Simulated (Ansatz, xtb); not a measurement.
**CF2 (SMILES F[C]F): the vertical electron affinity, rung by rung**

CF2 has 3 atoms, charge 0, and is taken as a singlet. As SMILES, `F[C]F`. The coordinates come from a GFN2-xTB relaxation.

```xyz
3

F     0.3969    1.0328    0.3328
C     0.3268   -0.2722    0.1497
F    -0.7238   -0.7606   -0.4825
```

Each level gives the vertical electron affinity (to the doublet anion) (eV). The values are calculated.

The electron affinity is E(neutral) − E(anion): positive where the electron is bound.

```csv
level,kind,program,value (eV),less FCI/STO-3G
GFN1-xTB,semi-empirical,xtb,3.97,+11.69
HF/STO-3G,Hartree–Fock,Ansatz,-6.16,+1.56
SVWN5/STO-3G,LDA,Ansatz,-7.29,+0.43
PBE/STO-3G,GGA,Ansatz,-7.22,+0.50
B3LYP/STO-3G,global hybrid,Ansatz,-6.65,+1.07
CAM-B3LYP/STO-3G,range-separated hybrid,Ansatz,-6.55,+1.17
RPA@PBE/STO-3G,RPA,Ansatz,-8.33,-0.61
BCCD(T)/STO-3G,coupled cluster or CI,Ansatz,-7.70,+0.02
CCSDT/STO-3G,coupled cluster or CI,Ansatz,-7.71,+0.01
FCI/STO-3G,exact in the basis,Ansatz,-7.72,0.00
```

FCI/STO-3G is exact within its basis and frozen core, so for wave-function methods in that basis the difference is their error; functionals converge differently with the basis, so for them it is only a difference. The values span -8.33 to 3.97 eV. The xTB values lack the empirical shift that such differences need. All rows use very small basis sets, so even the best lies far from the true value. Negative values mean that the anion is unbound at that level; they are set by how diffuse the basis is and aren't properties of the molecule.

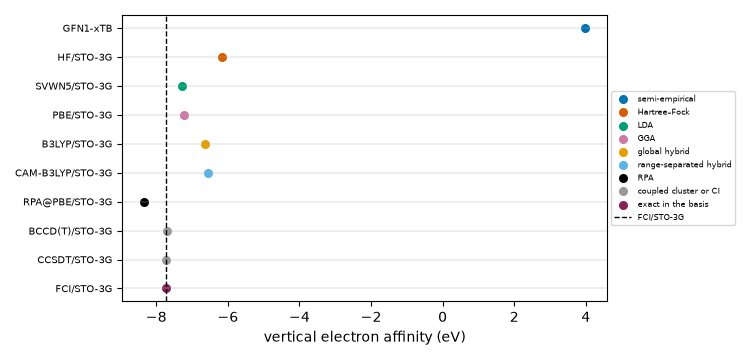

The values of the table, level by level.
